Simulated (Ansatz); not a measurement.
# SnH5: geometry relaxation

System: SnH5, multiplicity 2.
Method: UKS revPBE-D4/def2-SVP (Ansatz 0.2.0).

The input holds or restrains some coordinates. It belongs to a series of runs on one base structure; here: pulled along the bonds that form and break, towards end B. Figures and captions count atoms from 1; the log counts them from 0 in places.

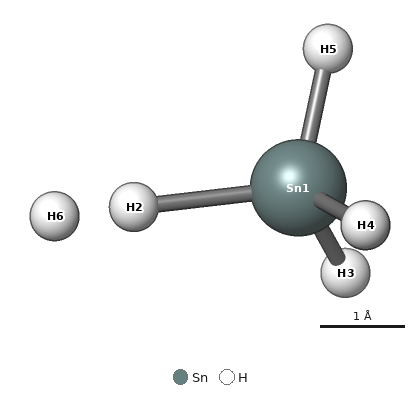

Figure 1. The input geometry (ball-and-stick view, seen at a tilt; atoms are numbered from 1 in the order of the input). Sticks mark near contacts.

### Key numbers

```tsv
quantity	value
outcome	converged under the restraints of the input
total energy	−5911.7254 eV
mean-field energy	−5911.5505 eV
⟨S²⟩	0.751
largest force (length of the vector) at the end, held atoms and coordinates included	1.921 eV/Å
hardware	1 thread of Arm Neoverse V1, 112 GiB of memory available, shared host
wall time	11 s
peak memory	0.11 GiB
```

### Input file
```yaml
crystal:
  periodic: [false, false, false]
  atoms:
    - { symbol: Sn, position_ang: [0.0, 0.0, 0.0] }
    - { symbol: H, position_ang: [0.0, 0.0, 1.99] }
    - { symbol: H, position_ang: [1.6408, 0.0, -0.5794] }
    - { symbol: H, position_ang: [-0.8195, 1.4198, -0.5794] }
    - { symbol: H, position_ang: [-0.8195, -1.4198, -0.5794] }
    - { symbol: H, position_ang: [0.0, 0.0, 2.95] }
magnetization:
  spin_polarized: true
  initial_magnetization: 1
basis:
  gaussian: { orbitals: def2-SVP }
hamiltonian:
  xc: revpbe
  dispersion: d4
relax:
  f_tol: 0.15
  max_steps: 25
  restrain:
    - { distance: [1, 5], at: 0.66, k: 30.0 }
    - { distance: [0, 1], at: 2.94, k: 30.0 }
output:
  orbitals: {}
```

Run as:
```bash
ansatz run input.yaml --threads 1 --pin off --max-ram 2048MiB --backend cpu --events-out ev --progress --plain --runs-dir out
```

### Log
```
The last accepted step is kept in [file] (removed where the run ends without a failure and the disk answers)
Engine: ansatz 0.2.0, aarch64-unknown-linux-gnu
Functional definition: revPBE
  parameter kappa = 1.245
  parameter beta = 0.06672455060314922
  exchange = pbe_x(kappa = kappa, mu = beta*pi^2/3)
  correlation = pbe_c(beta = beta)
581 factors; their error is unknown
mean field evaluation 1: about -5910.2916 eV, gradient 9.5e0 eV
mean field evaluation 2: about -5910.7135 eV, gradient 6.8e0 eV
mean field evaluation 4: about -5911.0366 eV, gradient 2.0e-1 eV
mean field evaluation 8: about -5911.0298 eV, gradient 9.5e-2 eV
mean field evaluation 16: about -5911.0299 eV, gradient 6.0e-5 eV
mean field -5911.02993699 eV, -217.2263435444 hartree, gradient 6.0e-5 eV, S^2 0.753945; 0 other end points of the search recorded, 0 dependent functions left out
the calculation of the forces begins
reference -5911.02998670 eV, -217.2263453710 hartree; 14, 13 occupied and 37, 38 virtual orbitals, 581 factors
relax step   1: F+E_penalty+E_count = -5911.24481585 eV  Δ(F+E_penalty+E_count) = +0.000e0 eV  max|allowed force component| = 2.160e0 eV/Å  E_restraint = 14.88750000 eV  max|allowed force component, restraints' pulls added| = 3.966e1 eV/Å  Δτ_max = 0.0000 Å  (26 SCF iters, accepted)
  distance H 1 - H 5 = 0.9600 Å
  distance Sn 0 - H 1 = 1.9900 Å
these checks for a lower state are left out or cut short: starts, cluster_reference, orbital_swaps, neighbouring_geometries, increment
581 factors; their error is unknown
mean field -5911.29317151 eV, -217.2360172344 hartree, gradient 6.7e-5 eV, S^2 0.752017; 0 other end points of the search recorded, 0 dependent functions left out
the calculation of the forces begins
reference -5911.29321924 eV, -217.2360189887 hartree; 14, 13 occupied and 37, 38 virtual orbitals, 581 factors
relax step   2: F+E_penalty+E_count = -5911.49063009 eV  Δ(F+E_penalty+E_count) = -2.458e-1 eV  max|allowed force component| = 1.554e0 eV/Å  E_restraint = 5.27306871 eV  max|allowed force component, restraints' pulls added| = 1.927e1 eV/Å  Δτ_max = 0.1949 Å  (28 SCF iters, accepted)
  distance H 1 - H 5 = 0.7469 Å
  distance Sn 0 - H 1 = 2.3535 Å
these checks for a lower state are left out or cut short: starts, cluster_reference, orbital_swaps, neighbouring_geometries, increment
581 factors; their error is unknown
mean field -5911.09757867 eV, -217.2288293301 hartree, gradient 2.5e-5 eV, S^2 0.752694; 0 other end points of the search recorded, 0 dependent functions left out
the calculation of the forces begins
reference -5911.09762748 eV, -217.2288311240 hartree; 14, 13 occupied and 37, 38 virtual orbitals, 581 factors
relax step   3: F+E_penalty+E_count = -5911.28386765 eV  Δ(F+E_penalty+E_count) = +2.068e-1 eV  max|allowed force component| = 4.642e0 eV/Å  E_restraint = 0.77640646 eV  max|allowed force component, restraints' pulls added| = 6.164e0 eV/Å  Δτ_max = 0.1956 Å  (27 SCF iters, accepted)
  distance H 1 - H 5 = 0.6729 Å
  distance Sn 0 - H 1 = 2.7129 Å
these checks for a lower state are left out or cut short: starts, cluster_reference, orbital_swaps, neighbouring_geometries, increment
581 factors; their error is unknown
mean field evaluation 32: about -5911.3407 eV, gradient 2.3e0 eV
mean field -5911.36005219 eV, -217.2384750541 hartree, gradient 1.6e-5 eV, S^2 0.752494; 0 other end points of the search recorded, 0 dependent functions left out
the calculation of the forces begins
reference -5911.36010181 eV, -217.2384768779 hartree; 14, 13 occupied and 37, 38 virtual orbitals, 581 factors
relax step   4: F+E_penalty+E_count = -5911.53561821 eV  Δ(F+E_penalty+E_count) = -2.518e-1 eV  max|allowed force component| = 1.636e0 eV/Å  E_restraint = 0.07765800 eV  max|allowed force component, restraints' pulls added| = 1.148e0 eV/Å  Δτ_max = 0.1945 Å  (28 SCF iters, accepted)
  distance H 1 - H 5 = 0.7294 Å
  distance Sn 0 - H 1 = 2.9211 Å
these checks for a lower state are left out or cut short: starts, cluster_reference, orbital_swaps, neighbouring_geometries, increment
581 factors; their error is unknown
mean field -5911.56167597 eV, -217.2458845915 hartree, gradient 8.2e-5 eV, S^2 0.751203; 0 other end points of the search recorded, 0 dependent functions left out
the calculation of the forces begins
reference -5911.56172595 eV, -217.2458864280 hartree; 14, 13 occupied and 37, 38 virtual orbitals, 581 factors
relax step   5: F+E_penalty+E_count = -5911.73703561 eV  Δ(F+E_penalty+E_count) = -2.014e-1 eV  max|allowed force component| = 1.601e0 eV/Å  E_restraint = 0.07097048 eV  max|allowed force component, restraints' pulls added| = 6.577e-1 eV/Å  Δτ_max = 0.2000 Å  (29 SCF iters, accepted)
  distance H 1 - H 5 = 0.7287 Å
  distance Sn 0 - H 1 = 2.9370 Å
these checks for a lower state are left out or cut short: starts, cluster_reference, orbital_swaps, neighbouring_geometries, increment
581 factors; their error is unknown
mean field -5911.55041838 eV, -217.2454708827 hartree, gradient 8.4e-5 eV, S^2 0.751225; 0 other end points of the search recorded, 0 dependent functions left out
the calculation of the forces begins
reference -5911.55046850 eV, -217.2454727246 hartree; 14, 13 occupied and 37, 38 virtual orbitals, 581 factors
relax step   6: F+E_penalty+E_count = -5911.72533983 eV  Δ(F+E_penalty+E_count) = +1.170e-2 eV  max|allowed force component| = 1.921e0 eV/Å  E_restraint = 0.05693541 eV  max|allowed force component, restraints' pulls added| = 8.683e-2 eV/Å  Δτ_max = 0.0223 Å  (25 SCF iters, accepted)
  distance H 1 - H 5 = 0.7215 Å
  distance Sn 0 - H 1 = 2.9440 Å
581 factors; their error is unknown
mean field evaluation 64: about -5911.5504 eV, gradient 4.1e-3 eV
```

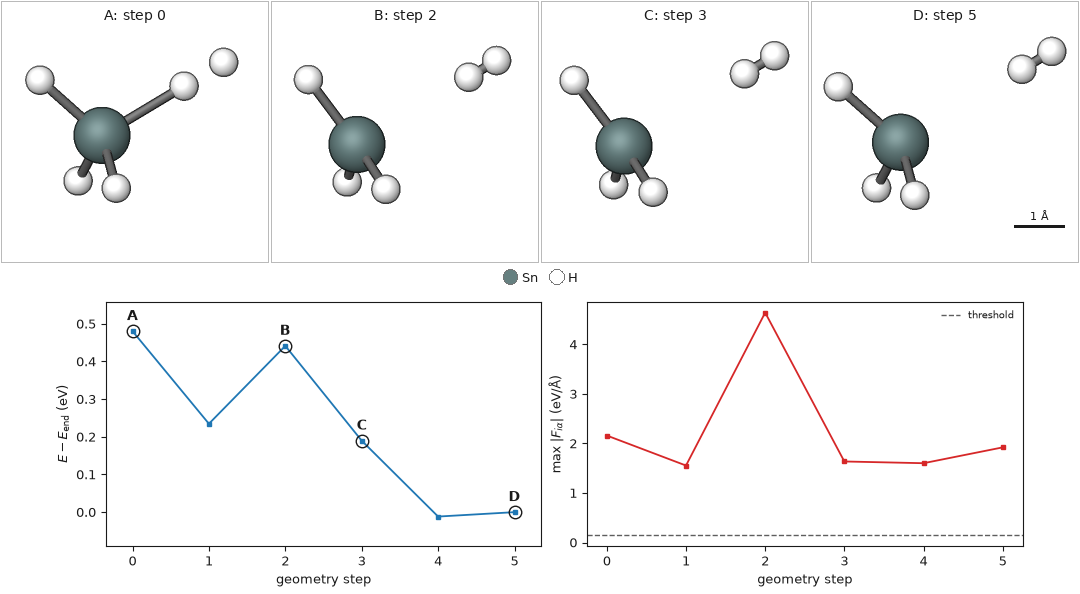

Figure 2. Frames of the restrained relaxation (ball-and-stick view, seen at an oblique angle) above the curves, on which the letters mark them (the first geometry is step 0 here and step 1 in the log).

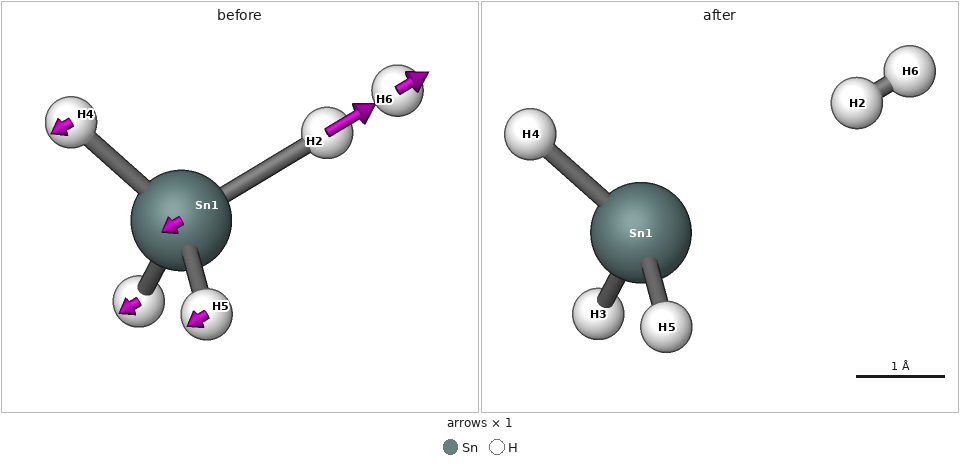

Figure 3. Before (left) and after (right) the restrained relaxation, at one scale (ball-and-stick view, seen at an oblique angle). The pink arrows give the displacements, at true length. Over 5 geometry steps the energy falls by 0.481 eV. Largest force component: 2.2 eV/Å at the start, 1.9 eV/Å at the end. The largest move after the best rigid fit is that of H2, 0.68 Å. By element the largest moves are H 0.68 Å, Sn 0.28 Å. Distances before and after: Sn1–H2 1.990 → 2.944 Å, H2–H6 0.960 → 0.721 Å, Sn1–H3 1.740 → 1.745 Å. New bonds form: H2–H6 (0.96 → 0.72 Å). Bonds break: Sn1–H2 (1.99 → 2.94 Å). (Atoms are counted from 1 in the order of the input.)

```
mean field -5911.55041838 eV, -217.2454708827 hartree, gradient 8.4e-5 eV, S^2 0.751225; 1 other end points of the search recorded, 0 dependent functions left out
the calculation of the forces begins
reference -5911.55046850 eV, -217.2454727246 hartree; 14, 13 occupied and 37, 38 virtual orbitals, 581 factors
Total energy: -5911.72538995 eV, -217.2519009693 hartree
Atom 0 at     0.000581     0.000000    -0.276536 Å, force    -0.000016     0.000000    -0.040014 eV/Å
Atom 1 at    -0.000260    -0.000000     2.667506 Å, force    -0.000342    -0.000000    -1.809851 eV/Å
Atom 2 at     1.645679    -0.000000    -0.859557 Å, force    -0.017518    -0.000000    -0.023775 eV/Å
Atom 3 at    -0.822046     1.424765    -0.859298 Å, force     0.008773    -0.015317    -0.023769 eV/Å
Atom 4 at    -0.822046    -1.424765    -0.859298 Å, force     0.008773     0.015317    -0.023769 eV/Å
Atom 5 at    -0.000108    -0.000000     3.388983 Å, force     0.000331    -0.000000     1.921177 eV/Å
Dipole moment:     0.000010    -0.000000     0.060224 e Å
```

### Trajectory as extended XYZ (Å, eV, eV/Å), 6 frames, from step=1 to step=6
```
6
Properties=species:S:1:pos:R:3:forces:R:3 step=1 energy=-5911.24482
Sn    0.0000    0.0000    0.0000    0.0157   0.0000  -0.6884
H     0.0000    0.0000    1.9900    0.0000   0.0000   2.1601
H     1.6408    0.0000   -0.5794    0.0047   0.0000  -0.0359
H    -0.8195    1.4198   -0.5794   -0.0102   0.0177  -0.0415
H    -0.8195   -1.4198   -0.5794   -0.0102  -0.0177  -0.0415
H     0.0000    0.0000    2.9500    0.0000   0.0000  -1.3529
6
Properties=species:S:1:pos:R:3:forces:R:3 step=2 energy=-5911.49063
Sn    0.0002    0.0000   -0.1685    0.0142   0.0000   0.3604
H     0.0000    0.0000    2.1849    0.0000   0.0000  -0.9342
H     1.6443    0.0000   -0.5821    0.4290   0.0000  -0.3244
H    -0.8213    1.4229   -0.5822   -0.2216   0.3842  -0.3281
H    -0.8213   -1.4229   -0.5822   -0.2216  -0.3842  -0.3281
H     0.0000    0.0000    2.9318   -0.0001   0.0000   1.5544
6
Properties=species:S:1:pos:R:3:forces:R:3 step=3 energy=-5911.28387
Sn    0.0005    0.0000   -0.3642    0.0040   0.0000   0.6505
H    -0.0001    0.0000    2.3487   -0.0003   0.0000  -4.3485
H     1.6671    0.0000   -0.6014    0.4447   0.0000  -0.3140
H    -0.8328    1.4429   -0.6014   -0.2243   0.3893  -0.3148
H    -0.8328   -1.4429   -0.6014   -0.2243  -0.3893  -0.3148
H     0.0000    0.0000    3.0216    0.0004   0.0000   4.6417
6
Properties=species:S:1:pos:R:3:forces:R:3 step=4 energy=-5911.53562
Sn    0.0006    0.0000   -0.4345    0.0003   0.0000   0.7196
H    -0.0004    0.0000    2.4866   -0.0009   0.0000  -1.5021
H     1.6980    0.0000   -0.6889    0.0153   0.0000  -0.2846
H    -0.8482    1.4699   -0.6888   -0.0078   0.0139  -0.2847
H    -0.8482   -1.4699   -0.6888   -0.0078  -0.0139  -0.2847
H     0.0001    0.0000    3.2161    0.0009   0.0000   1.6365
6
Properties=species:S:1:pos:R:3:forces:R:3 step=5 energy=-5911.73704
Sn    0.0006    0.0000   -0.2554    0.0002   0.0000  -0.2124
H    -0.0004    0.0000    2.6816   -0.0008   0.0000  -1.4936
H     1.6339    0.0000   -0.8783   -0.0022   0.0000   0.0349
H    -0.8162    1.4145   -0.8782    0.0010  -0.0016   0.0348
H    -0.8162   -1.4145   -0.8782    0.0010   0.0016   0.0348
H     0.0000    0.0000    3.4103    0.0008   0.0000   1.6015
6
Properties=species:S:1:pos:R:3:forces:R:3 step=6 energy=-5911.72534
Sn    0.0006    0.0000   -0.2765    0.0000   0.0000  -0.0400
H    -0.0003    0.0000    2.6675   -0.0003   0.0000  -1.8099
H     1.6457    0.0000   -0.8596   -0.0175   0.0000  -0.0238
H    -0.8220    1.4248   -0.8593    0.0088  -0.0153  -0.0238
H    -0.8220   -1.4248   -0.8593    0.0088   0.0153  -0.0238
H    -0.0001    0.0000    3.3890    0.0003   0.0000   1.9212
```

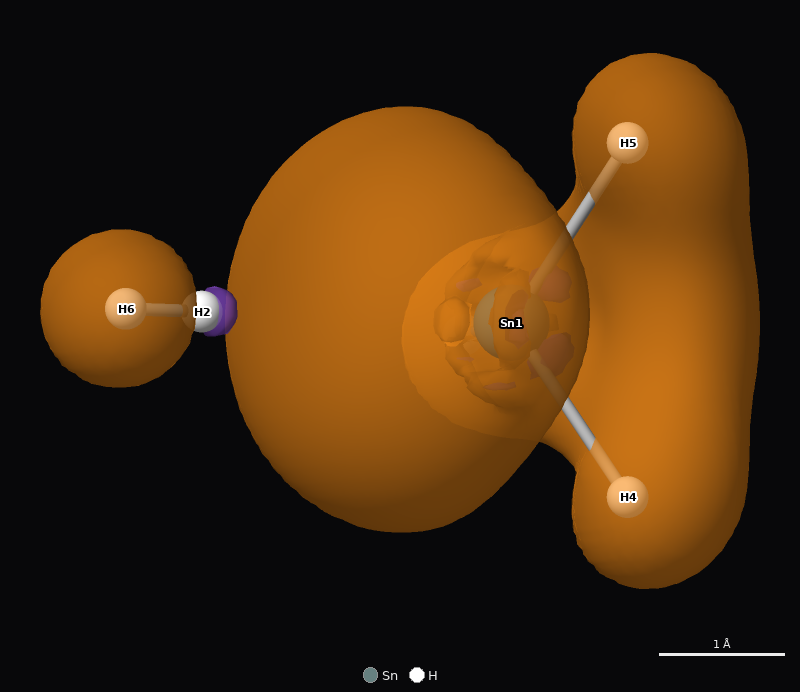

Figure 4. Isosurfaces of the spin density at +0.008 (orange) and −0.008 e/Å³ (purple), seen at an oblique angle. The unpaired spin (1 electron) lies mostly on Sn1 (about 0.8), in electrons by Hirshfeld's partition.

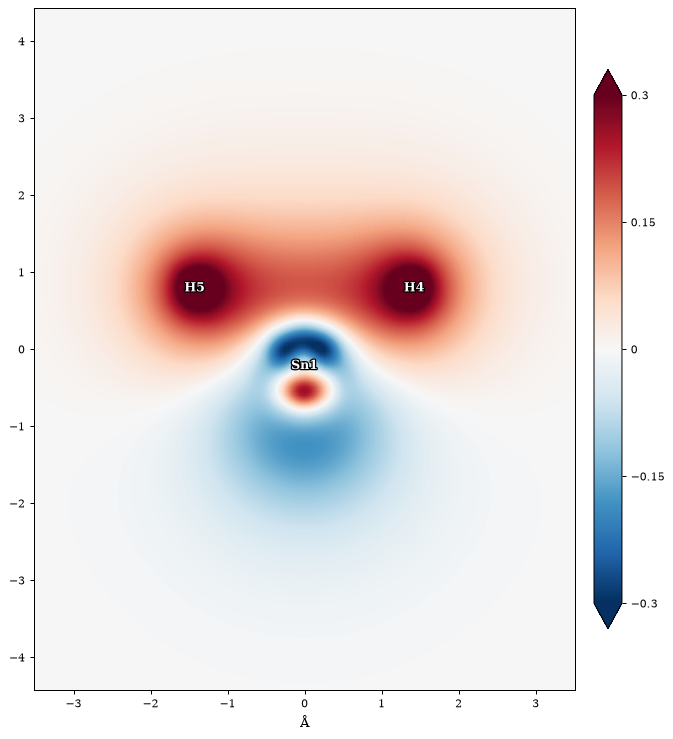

Figure 5. The HOMO (β) on the plane of atoms H4, Sn1 and H5 (values in Å⁻³ᐟ²; the overall sign is arbitrary). It lies mainly on Sn1 (45 %), H3 (35 %), H4 (10 %) and H5 (10 %). Its energy is −7.69 eV.

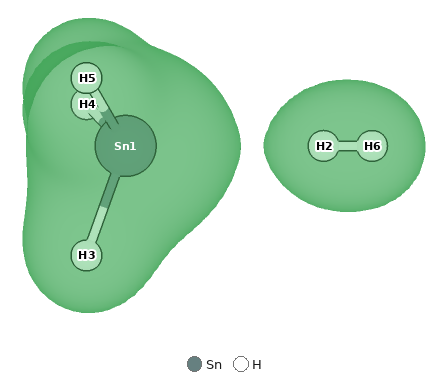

Figure 6. Isosurface of the total electron density at 0.08 e/Å³ (green), seen from the side. At this value the surface falls into two separate pieces. It is pinched off along the Sn···H (2.94 Å) contacts. On the grid the lowest density along these lines, outside the cores, is 0.07 e/Å³ (Sn···H, 2.94 Å), 1.8 e/Å³ (H–H, 0.72 Å) and 0.68 e/Å³ (Sn–H, 1.75 Å).
